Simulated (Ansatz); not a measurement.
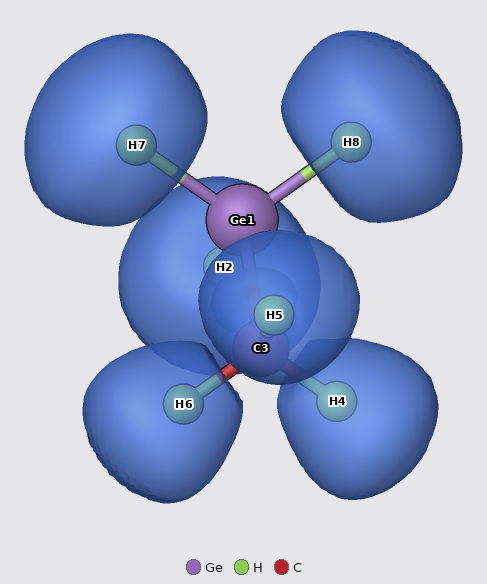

The picture shows: CH₆Ge. Isosurface of the ELF at 0.8 (blue), seen at an oblique angle. Core shells and regions of very low density are left out.

All numbers below come from RKS PBE-D4/def2-SVP (Ansatz).

```xyz
8

Ge    0.1760   -0.0282    0.3601
H    -0.2652   -0.3015    1.8235
C     2.1393    0.0320    0.2378
H     2.5728   -0.9342    0.5603
H     2.4536    0.2310   -0.8048
H     2.5390    0.8341    0.8876
H    -0.4367    1.3235   -0.0962
H    -0.3886   -1.1566   -0.5447
```

Q: Describe the localisation domains.

A: The ELF exceeds this value in six regions around hydrogen nuclei and one lobe of the valence shell of C pointing towards Ge (polar bonds).

Values along the shortest contacts:
C–Ge (1.97 Å): the ELF peaks at about 0.90 in the valence shell of C, 0.7 Å from its nucleus, and is about 0.65 at the midpoint. C–H (1.11 Å): the ELF climbs to about 1 towards the hydrogen, as it does in any bond to H: an ordinary covalent bond to hydrogen.
